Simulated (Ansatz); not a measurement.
# Geometry relaxation, with input and output: C3H12OSi2 (part 1 of 2)

- system: C3H12OSi2
- method: RKS CAM-B3LYP-D4/6-31G (Ansatz 0.2.0)

It belongs to a series of runs on one base structure; here: end point A relaxed. Figures and captions count atoms from 1; the log counts them from 0 in places.

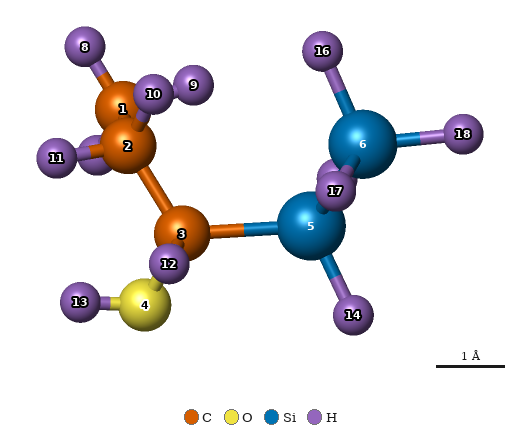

The input geometry (ball-and-stick view, seen at a tilt; atoms are numbered from 1 in the order of the input). Bond lengths as drawn: C–C 1.49 to 1.52 Å, C–H 1.06 to 1.16 Å, C–O 1.46 Å, C–Si 1.90 Å, H–O 0.96 Å, H–Si 1.45 to 1.50 Å and Si–Si 2.34 Å.

### Key numbers

- outcome: converged
- total energy: −21102.1096 eV
- mean-field energy: −21101.7263 eV
- largest force (length of the vector) at the end: 0.009 eV/Å
- hardware: 2 threads of Intel Xeon (Sapphire Rapids), 16 GiB of memory available, shared host
- wall time: 62 s (CPU time 2 min)
- peak memory: 0.32 GiB

### Input
```yaml
crystal:
  periodic: [false, false, false]
  atoms:
    - { symbol: C, position_ang: [-1.6378, -1.5029, -0.2934] }
    - { symbol: C, position_ang: [-0.5728, -1.0656, 0.6551] }
    - { symbol: C, position_ang: [0.7304, -0.6913, -0.0428] }
    - { symbol: O, position_ang: [1.261, -1.8004, -0.8341] }
    - { symbol: Si, position_ang: [0.7975, 0.9722, -0.9643] }
    - { symbol: Si, position_ang: [0.5608, 2.6845, 0.6087] }
    - { symbol: H, position_ang: [-1.3657, -2.3013, -0.9308] }
    - { symbol: H, position_ang: [-2.5359, -1.7407, 0.2541] }
    - { symbol: H, position_ang: [-1.97, -0.6094, -0.9124] }
    - { symbol: H, position_ang: [-0.9159, -0.2475, 1.3247] }
    - { symbol: H, position_ang: [-0.3997, -1.9256, 1.3314] }
    - { symbol: H, position_ang: [1.5406, -0.5881, 0.775] }
    - { symbol: H, position_ang: [1.1775, -2.5685, -0.2712] }
    - { symbol: H, position_ang: [2.0704, 1.1612, -1.6382] }
    - { symbol: H, position_ang: [-0.3028, 1.0332, -1.9502] }
    - { symbol: H, position_ang: [-0.73, 2.5601, 1.3425] }
    - { symbol: H, position_ang: [1.6612, 2.6163, 1.6202] }
    - { symbol: H, position_ang: [0.5936, 4.0251, -0.0224] }
basis:
  gaussian: { orbitals: "6-31G" }
hamiltonian:
  xc: cam_b3lyp
  dispersion: d4
relax:
  f_tol: 0.02
  max_steps: 50
output:
  orbitals: {}
```

Command:
```bash
ansatz run input.yaml --threads 2 --pin off --max-ram 3072MiB --backend cpu --events-out ev --progress --plain --runs-dir out
```

### Output
```
The last accepted step is kept in [file] (removed where the run ends without a failure and the disk answers)
Engine: ansatz 0.2.0, x86_64-unknown-linux-gnu
Functional definition: CAM-B3LYP
  parameter alpha = 0.19
  parameter beta = 0.46
  parameter omega = 0.33/bohr
  parameter ac = 0.81
  exchange = (1 - alpha - beta)*b88_x + beta*b88_x_sr(omega) + alpha*exact_x + beta*exact_x_lr(omega)
  correlation = (1 - ac)*vwn5_c + ac*lyp_c
1210 factors; integrals over basis functions are off by at most 1.7e-4 eV
531 factors; integrals over basis functions are off by at most 3.8e-7 eV
mean field evaluation 1: about -21096.4829 eV, gradient 4.7e1 eV
mean field evaluation 2: about -21096.4430 eV, gradient 5.0e1 eV
mean field evaluation 4: about -21101.2574 eV, gradient 2.1e0 eV
mean field evaluation 8: about -21101.3067 eV, gradient 1.0e-1 eV
mean field -21101.30674128 eV, -775.4587197625 hartree, gradient 4.0e-5 eV, S^2 0.000000; 0 other end points of the search recorded, 0 dependent functions left out
the calculation of the forces begins
reference -21101.30688309 eV, -775.4587249742 hartree; 33, 33 occupied and 53, 53 virtual orbitals, 1210 factors
relax step   1: F+E_penalty+E_count = -21101.68110598 eV  Δ(F+E_penalty+E_count) = +0.000e0 eV  max|allowed force component| = 2.738e0 eV/Å  Δτ_max = 0.0000 Å  (26 SCF iters, accepted)
these checks for a lower state are left out or cut short: starts, cluster_reference, orbital_swaps, neighbouring_geometries, increment
1210 factors; integrals over basis functions are off by at most 1.7e-4 eV
531 factors; integrals over basis functions are off by at most 3.8e-7 eV
mean field evaluation 16: about -21101.2833 eV, gradient 8.3e0 eV
mean field -21101.63814395 eV, -775.4708985860 hartree, gradient 7.4e-6 eV, S^2 0.000000; 0 other end points of the search recorded, 0 dependent functions left out
[... from here on the field's lines of each further geometry are left out, up to the last ...]
relax step   2: F+E_penalty+E_count = -21102.01718263 eV  Δ(F+E_penalty+E_count) = -3.361e-1 eV  max|allowed force component| = 7.412e-1 eV/Å  Δτ_max = 0.1284 Å  (29 SCF iters, accepted)
relax step   3: F+E_penalty+E_count = -21102.06596211 eV  Δ(F+E_penalty+E_count) = -4.878e-2 eV  max|allowed force component| = 5.393e-1 eV/Å  Δτ_max = 0.0869 Å  (29 SCF iters, accepted)
relax step   4: F+E_penalty+E_count = -21102.07785895 eV  Δ(F+E_penalty+E_count) = -1.190e-2 eV  max|allowed force component| = 2.564e-1 eV/Å  Δτ_max = 0.0421 Å  (30 SCF iters, accepted)
relax step   5: F+E_penalty+E_count = -21102.08063664 eV  Δ(F+E_penalty+E_count) = -2.778e-3 eV  max|allowed force component| = 3.116e-1 eV/Å  Δτ_max = 0.1813 Å  (28 SCF iters, accepted)
relax step   6: F+E_penalty+E_count = -21102.04645190 eV  Δ(F+E_penalty+E_count) = +3.418e-2 eV  max|allowed force component| = 6.714e-1 eV/Å  Δτ_max = 0.2000 Å  (29 SCF iters, rejected (line search))
relax step   7: F+E_penalty+E_count = -21102.09508878 eV  Δ(F+E_penalty+E_count) = -1.445e-2 eV  max|allowed force component| = 1.102e-1 eV/Å  Δτ_max = 0.1000 Å  (29 SCF iters, accepted)
relax step   8: F+E_penalty+E_count = -21102.10017647 eV  Δ(F+E_penalty+E_count) = -5.088e-3 eV  max|allowed force component| = 6.195e-2 eV/Å  Δτ_max = 0.0993 Å  (29 SCF iters, accepted)
relax step   9: F+E_penalty+E_count = -21102.10343966 eV  Δ(F+E_penalty+E_count) = -3.263e-3 eV  max|allowed force component| = 1.336e-1 eV/Å  Δτ_max = 0.1190 Å  (29 SCF iters, accepted)
relax step  10: F+E_penalty+E_count = -21102.10318095 eV  Δ(F+E_penalty+E_count) = +2.587e-4 eV  max|allowed force component| = 1.231e-1 eV/Å  Δτ_max = 0.0777 Å  (29 SCF iters, rejected (line search))
relax step  11: F+E_penalty+E_count = -21102.10647863 eV  Δ(F+E_penalty+E_count) = -3.039e-3 eV  max|allowed force component| = 5.838e-2 eV/Å  Δτ_max = 0.0387 Å  (30 SCF iters, accepted)
relax step  12: F+E_penalty+E_count = -21102.10859699 eV  Δ(F+E_penalty+E_count) = -2.118e-3 eV  max|allowed force component| = 5.184e-2 eV/Å  Δτ_max = 0.0976 Å  (28 SCF iters, accepted)
relax step  13: F+E_penalty+E_count = -21102.10903080 eV  Δ(F+E_penalty+E_count) = -4.338e-4 eV  max|allowed force component| = 3.981e-2 eV/Å  Δτ_max = 0.0414 Å  (30 SCF iters, accepted)
relax step  14: F+E_penalty+E_count = -21102.10916914 eV  Δ(F+E_penalty+E_count) = -1.383e-4 eV  max|allowed force component| = 3.389e-2 eV/Å  Δτ_max = 0.0345 Å  (30 SCF iters, accepted)
relax step  15: F+E_penalty+E_count = -21102.10938098 eV  Δ(F+E_penalty+E_count) = -2.118e-4 eV  max|allowed force component| = 2.247e-2 eV/Å  Δτ_max = 0.0086 Å  (23 SCF iters, accepted)
the calculation of the forces begins
reference -21101.72627214 eV, -775.4741372372 hartree; 33, 33 occupied and 53, 53 virtual orbitals, 1210 factors
relax step  16: F+E_penalty+E_count = -21102.10949745 eV  Δ(F+E_penalty+E_count) = -1.165e-4 eV  max|allowed force component| = 7.715e-3 eV/Å  Δτ_max = 0.0141 Å  (23 SCF iters, accepted)
1210 factors; integrals over basis functions are off by at most 1.7e-4 eV
531 factors; integrals over basis functions are off by at most 3.7e-7 eV
mean field evaluation 128: about -21101.7261 eV, gradient 9.8e-2 eV
```

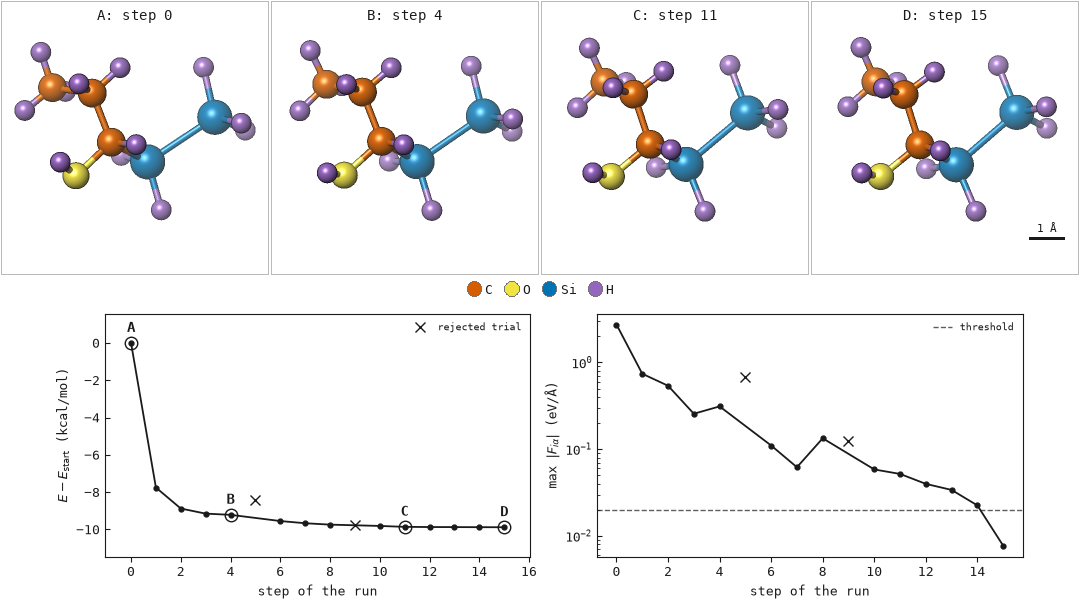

Frames of the relaxation (ball-and-stick view, seen at a tilt) above the curves, on which the letters mark them (the first geometry is step 0 here and step 1 in the log).

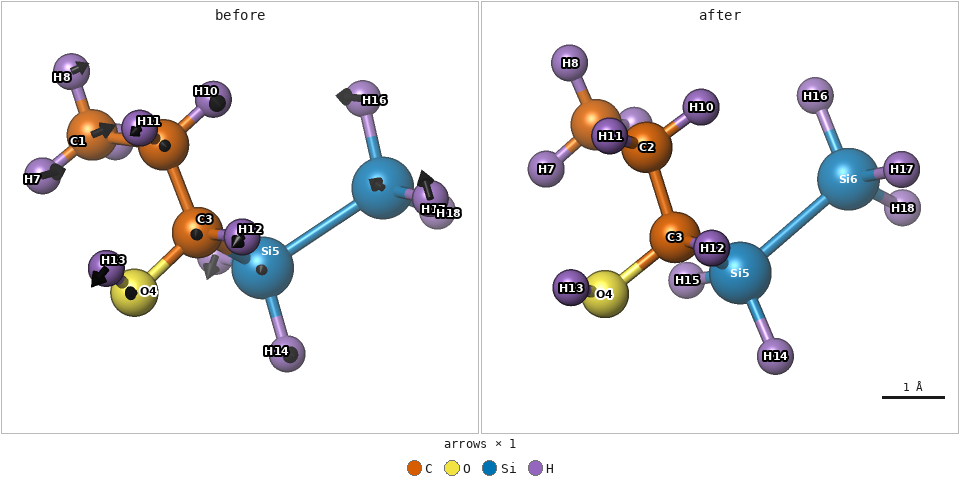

Before (left) and after (right) the relaxation, at one scale (ball-and-stick view, seen at a tilt). The black arrows give the displacements, at true length. The atom that moves furthest after the best rigid fit is H9 (0.69 Å). Largest moves by element: H 0.69 Å, C 0.43 Å, Si 0.33 Å, O 0.26 Å. Among the contacts that change: C3–H12 1.156 → 1.100 Å, Si5–H14 1.453 → 1.498 Å, C1–H9 1.137 → 1.095 Å, C1–C2 1.492 → 1.529 Å. Among the angles that change: O4–C3–Si5 112.8° → 102.9°, O4–C3–H12 101.3° → 109.7°, C3–O4–H13 105.0° → 110.8°. The energy falls by 9.88 kcal/mol in 15 geometry steps. Largest force component: 2.7 eV/Å at the start, 0.0077 eV/Å at the end. The line search rejected the trial steps at points 5, 9 (counted from 0) and went back. (Atoms are counted from 1 in the order of the input.)

```
mean field -21101.72613050 eV, -775.4741320323 hartree, gradient 1.9e-5 eV, S^2 0.000000; 1 other end points of the search recorded, 0 dependent functions left out
the calculation of the forces begins
reference -21101.72627214 eV, -775.4741372372 hartree; 33, 33 occupied and 53, 53 virtual orbitals, 1210 factors
Total energy: -21102.10963909 eV, -775.4882257129 hartree
Atom 0 at    -1.668679    -1.109714    -0.108274 Å, force     0.004421     0.005152    -0.003782 eV/Å
Atom 1 at    -0.422536    -1.129953     0.776784 Å, force    -0.003909    -0.000720     0.004343 eV/Å
Atom 2 at     0.874477    -0.837439     0.020244 Å, force    -0.004688    -0.002742     0.002057 eV/Å
Atom 3 at     1.105708    -1.815041    -1.039496 Å, force     0.003839    -0.001377    -0.007715 eV/Å
Atom 4 at     0.937347     0.842661    -0.923955 Å, force     0.000773     0.000915     0.002924 eV/Å
Atom 5 at     0.265100     2.604934     0.486347 Å, force     0.000523     0.000287    -0.001771 eV/Å
Atom 6 at    -1.517191    -1.745091    -0.984616 Å, force    -0.000310    -0.000026     0.001265 eV/Å
Atom 7 at    -2.545446    -1.470246     0.436660 Å, force    -0.000669    -0.000441     0.002335 eV/Å
Atom 8 at    -1.892270    -0.098190    -0.462788 Å, force    -0.000281    -0.003153     0.000583 eV/Å
Atom 9 at    -0.524982    -0.411111     1.600027 Å, force    -0.000412    -0.000572    -0.001544 eV/Å
Atom 10 at    -0.327242    -2.118776     1.250770 Å, force     0.001245    -0.000025     0.000579 eV/Å
Atom 11 at     1.714330    -0.854586     0.730279 Å, force    -0.000423     0.001949    -0.000845 eV/Å
Atom 12 at     1.229652    -2.709904    -0.666092 Å, force     0.000027     0.000050     0.001900 eV/Å
Atom 13 at     2.346763     1.072080    -1.377043 Å, force     0.000194     0.000850    -0.001140 eV/Å
Atom 14 at     0.051947     0.783750    -2.127297 Å, force    -0.000498    -0.000491     0.000141 eV/Å
Atom 15 at    -1.156670     2.422020     0.928893 Å, force    -0.000850     0.000492    -0.000498 eV/Å
Atom 16 at     1.121390     2.655958     1.717993 Å, force    -0.000498    -0.000872     0.000786 eV/Å
Atom 17 at     0.370705     3.929948    -0.206535 Å, force     0.001516     0.000723     0.000382 eV/Å
Dipole moment:    -0.021679    -0.246206     0.375155 e Å
```

### Trajectory as extended XYZ (Å, eV, eV/Å), 16 frames, from step=1 to step=16
```
18
Properties=species:S:1:pos:R:3:forces:R:3 step=1 energy=-21101.68111
C    -1.6378   -1.5029   -0.2934   -1.7914   2.7384  -0.5317
C    -0.5728   -1.0656    0.6551    0.4806  -0.2367   0.7708
C     0.7304   -0.6913   -0.0428    2.1954  -0.2788   2.1825
O     1.2610   -1.8004   -0.8341   -0.5966   1.0566  -0.9841
Si    0.7975    0.9722   -0.9643   -0.6753  -0.1401   0.0750
Si    0.5608    2.6845    0.6087   -0.0081  -0.1336   0.1640
H    -1.3657   -2.3013   -0.9308    0.4500  -0.8693  -0.7229
H    -2.5359   -1.7407    0.2541   -0.4368  -0.5481   0.2875
H    -1.9700   -0.6094   -0.9124    0.5057  -1.0686   0.2144
H    -0.9159   -0.2475    1.3247    0.1475  -0.2605  -0.4602
H    -0.3997   -1.9256    1.3314    0.3519   0.2445   0.0372
H     1.5406   -0.5881    0.7750   -1.1758   0.3300  -0.6716
H     1.1775   -2.5685   -0.2712    0.1170  -1.1538   0.3735
H     2.0704    1.1612   -1.6382    0.7355  -0.0303  -0.4109
H    -0.3028    1.0332   -1.9502   -0.2248   0.1140  -0.3155
H    -0.7300    2.5601    1.3425   -0.1639  -0.0147   0.1021
H     1.6612    2.6163    1.6202    0.0633  -0.0045   0.0459
H     0.5936    4.0251   -0.0224    0.0258   0.2554  -0.1561
18
Properties=species:S:1:pos:R:3:forces:R:3 step=2 energy=-21102.01718
C    -1.6458   -1.4107   -0.2910   -0.4479   0.7412  -0.2235
C    -0.5447   -1.0615    0.6978    0.2076   0.0472   0.5643
C     0.7992   -0.6981    0.0652    0.1769  -0.1974  -0.3059
O     1.2047   -1.7539   -0.8898   -0.0174   0.2295   0.7135
Si    0.7795    0.9219   -0.9656   -0.0634   0.1142   0.1888
Si    0.5060    2.6466    0.6119    0.0985   0.0760  -0.1203
H    -1.3443   -2.2125   -0.9505    0.1231  -0.2930  -0.2084
H    -2.5581   -1.7032    0.2346    0.0046  -0.1048   0.0390
H    -1.9191   -0.5451   -0.9306    0.2137  -0.3680   0.2873
H    -0.8674   -0.2347    1.3483    0.0190  -0.0710  -0.0401
H    -0.3706   -1.9136    1.3788   -0.1099   0.0242  -0.0899
H     1.5736   -0.5702    0.8652   -0.4271  -0.1822  -0.4915
H     1.2139   -2.5992   -0.3905    0.1044  -0.0490  -0.2789
H     2.0771    1.0495   -1.6744    0.2003   0.0656  -0.0755
H    -0.3176    0.9926   -1.9772   -0.0365  -0.1168  -0.0119
H    -0.7912    2.5327    1.3518   -0.0383  -0.0270  -0.0013
H     1.6153    2.5852    1.6189    0.0052   0.0093   0.0395
H     0.5519    3.9855   -0.0511   -0.0129   0.1020   0.0150
18
Properties=species:S:1:pos:R:3:forces:R:3 step=3 energy=-21102.06596
C    -1.6658   -1.4067   -0.2849   -0.1166  -0.0477  -0.0347
C    -0.5541   -1.1034    0.7182    0.0488   0.0349   0.0648
C     0.7807   -0.7245    0.0694    0.0020  -0.1741  -0.2661
O     1.2072   -1.7519   -0.9004   -0.0978   0.0528   0.5393
Si    0.7807    0.9219   -0.9325    0.0406   0.1333  -0.0701
Si    0.5259    2.7164    0.5804   -0.0408  -0.0907   0.0246
H    -1.3541   -2.1919   -0.9797   -0.0043   0.0125   0.0470
H    -2.5762   -1.7340    0.2301    0.0699  -0.0020  -0.0442
H    -1.9219   -0.5294   -0.8881    0.0220  -0.0024   0.0664
H    -0.8655   -0.2966    1.3943    0.0208   0.0100   0.0053
H    -0.3857   -1.9807    1.3643   -0.0433   0.0080  -0.0724
H     1.5411   -0.6150    0.8560    0.0407  -0.0788  -0.0147
H     1.2588   -2.6198   -0.4369    0.0317   0.2164  -0.2386
H     2.0955    1.0645   -1.6319    0.0106  -0.0387  -0.0076
H    -0.3105    0.9509   -1.9576    0.0237  -0.0309   0.0089
H    -0.7795    2.5832    1.3080   -0.0083   0.0333   0.0259
H     1.6224    2.6571    1.6041   -0.0055   0.0175   0.0137
H     0.5636    4.0711   -0.0613    0.0059  -0.0536  -0.0474
18
Properties=species:S:1:pos:R:3:forces:R:3 step=4 energy=-21102.07786
C    -1.6727   -1.3913   -0.2772    0.0005  -0.0950  -0.0116
C    -0.5538   -1.1023    0.7243    0.0037   0.0063  -0.0211
C     0.7793   -0.7230    0.0707    0.0152  -0.1271  -0.1849
O     1.2077   -1.7363   -0.9000   -0.0847  -0.0542   0.2564
Si    0.7929    0.9222   -0.9366   -0.0052   0.0117   0.0104
Si    0.5131    2.7045    0.5818   -0.0165  -0.0099  -0.0059
H    -1.3585   -2.1626   -0.9883   -0.0140   0.0524   0.0565
H    -2.5763   -1.7373    0.2348    0.0315   0.0102  -0.0181
H    -1.9327   -0.5031   -0.8570   -0.0298   0.0527  -0.0054
H    -0.8559   -0.3037    1.4139    0.0152   0.0053  -0.0024
H    -0.3907   -1.9924    1.3516    0.0063   0.0019  -0.0173
H     1.5427   -0.6293    0.8532    0.0637   0.0168   0.0750
H     1.2806   -2.6088   -0.4546    0.0129   0.1368  -0.1452
H     2.1134    1.0484   -1.6331   -0.0246  -0.0043   0.0386
H    -0.2917    0.9324   -1.9684    0.0188  -0.0013   0.0041
H    -0.7941    2.5887    1.3116    0.0065   0.0016  -0.0193
H     1.6045    2.6595    1.6122   -0.0035   0.0162  -0.0044
H     0.5548    4.0457   -0.0871    0.0040  -0.0200  -0.0054
18
Properties=species:S:1:pos:R:3:forces:R:3 step=5 energy=-21102.08064
C    -1.6994   -1.3596   -0.2275    0.0168   0.0590  -0.0485
C    -0.5408   -1.1140    0.7410    0.0108  -0.0129   0.0271
C     0.7808   -0.7526    0.0544   -0.0337  -0.2760   0.1435
O     1.1237   -1.7340   -0.9711    0.0337   0.2575  -0.1262
Si    0.8448    0.9002   -0.8955    0.0659   0.2918  -0.3116
Si    0.4695    2.7069    0.5564   -0.0374   0.0135   0.0718
H    -1.3964   -2.0736   -0.9992   -0.0218   0.0565   0.0244
H    -2.5684   -1.7642    0.2982   -0.0041  -0.0034   0.0218
H    -2.0166   -0.4382   -0.7287    0.0559  -0.0273   0.0073
H    -0.7987   -0.3260    1.4601   -0.0019  -0.0108   0.0090
H    -0.3759   -2.0250    1.3359   -0.0022   0.0038   0.0082
H     1.5757   -0.7081    0.8160   -0.0248  -0.0659  -0.0235
H     1.3187   -2.6011   -0.5804    0.0359  -0.2644   0.1447
H     2.2192    1.0400   -1.4862   -0.0738  -0.0191   0.0421
H    -0.1465    0.9203   -2.0164   -0.0145  -0.0237   0.0148
H    -0.8665    2.5961    1.2316    0.0039   0.0096  -0.0039
H     1.5196    2.7255    1.6291   -0.0102   0.0135   0.0084
H     0.5197    4.0187   -0.1661    0.0015  -0.0017  -0.0097
```
